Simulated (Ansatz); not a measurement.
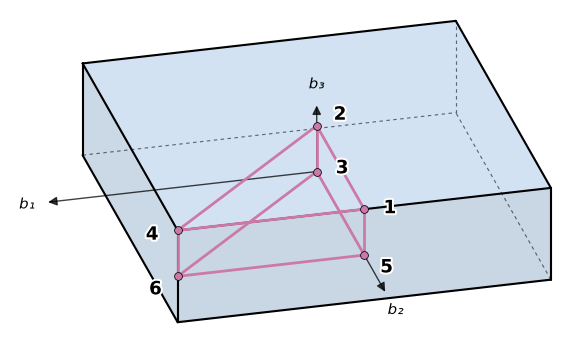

The first Brillouin zone of a primitive tetragonal lattice (tP; extended symbol tP1) is drawn with its special points numbered. Crystal: SrWI, the end point of a relaxation with Ansatz 0.2.0, DFT, PAW plane waves, pbe; the starting structure was generated, so it need not be a known form of this composition. The drawing is computed from the coordinates (standard cell, symmetry found to 0.002 Å).

a = 3.774 Å, b = 3.774 Å, c = 14.166 Å, α = 90.00°, β = 90.00°, γ = 90.00°.

Labels and path follow the convention of Hinuma et al. (2017), as computed by seekpath; the arrows show the directions of the reciprocal primitive vectors b₁, b₂, b₃, in which coordinates are given.

Which special point is each number?

```json
{"no.": "1", "label": "R", "coordinates": "(0, 1/2, 1/2)"}
{"no.": "2", "label": "Z", "coordinates": "(0, 0, 1/2)"}
{"no.": "3", "label": "Γ", "coordinates": "(0, 0, 0)"}
{"no.": "4", "label": "A", "coordinates": "(1/2, 1/2, 1/2)"}
{"no.": "5", "label": "X", "coordinates": "(0, 1/2, 0)"}
{"no.": "6", "label": "M", "coordinates": "(1/2, 1/2, 0)"}
```
